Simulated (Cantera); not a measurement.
Input: 1 mol Si, 2.8 mol F2, 2.7 mol N2, equilibrated at 0.00640 bar.

Cantera equilibrium calculation (NASA polynomials, part measured and part estimated; ideal gas, pure solids and liquids). Candidate condensed phases: Si, Si3N4; 16 gas species. Rates play no part.

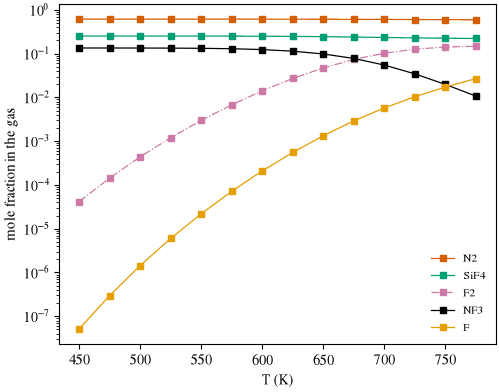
*Equilibrium gas composition (values under 1e-9 drawn at 1e-9)*

From 450 K to 775 K nothing is condensed. The main Si-bearing gas is SiF4 throughout.
